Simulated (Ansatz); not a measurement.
One stationary structure of Te. Space group P3₁21 (No. 152), AFLOW prototype A_hP3_152_a (A8, as in Se). Method: PBEsol (plane waves to 420 eV, PAW, scalar-relativistic; Ansatz, a first-principles code).

```cif
data_Te3
_chemical_formula_sum 'Te3'
_space_group_name_H-M_alt 'P3121'
_space_group_IT_number 152
_space_group_name_Hall 'P 31 2"'
_cell_length_a 4.31638
_cell_length_b 4.31638
_cell_length_c 5.95546
_cell_angle_alpha 90.000
_cell_angle_beta 90.000
_cell_angle_gamma 120.000
loop_
_atom_site_label
_atom_site_type_symbol
_atom_site_symmetry_multiplicity
_atom_site_Wyckoff_symbol
_atom_site_fract_x
_atom_site_fract_y
_atom_site_fract_z
_atom_site_occupancy
Te1 Te 3 a 0.71585 0.71585 0.00000 1
```

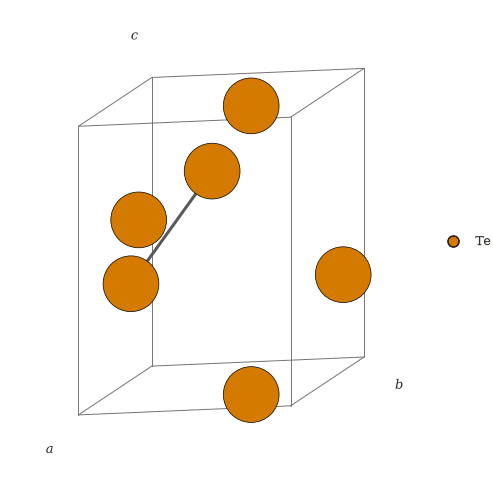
Fig. 1. The conventional cell of the relaxed structure

- Volume per atom = 32.03 Å³
- Band gap = zero (the bands touch at this level, without spin-orbit coupling)
- Shortest distances = Te–Te 2.91 Å
- k-mesh = 13×13×8

Band energies at high-symmetry points (eV from the Fermi level; labels of this space group; no spin-orbit coupling), from −5 eV up to 3.3 eV:

```json
[
 {"point": "Γ", "energies": "-3.03 -2.69 -2.69 -1.86 -1.86 -1.21 0.92 0.92 1.60"},
 {"point": "M", "energies": "-4.74 -4.10 -3.97 -0.93 -0.80 0.48 0.49 2.34"},
 {"point": "K", "energies": "-4.69 -4.69 -3.52 -3.52 -3.37 -3.33 2.95 2.95 3.14"},
 {"point": "A", "energies": "-4.18 -2.74 -2.74 -1.35 -0.93 -0.93 0.17 0.23 0.23"},
 {"point": "L", "energies": "-3.78 -3.75 -2.85 -2.58 -0.40 0.29 1.94 2.57"},
 {"point": "H", "energies": "-0.96 -0.07 -0.07 -0.06 0.85 0.85"}
]
```

No spin polarisation in the result. Without spin-orbit coupling the bands of the heavy element are not split, so the gap can be far off. The gap comes from the SCF mesh and the high-symmetry points alone.

The run could not lose the symmetry of its start; a randomly shaken copy of 6 atoms returns to this structure.
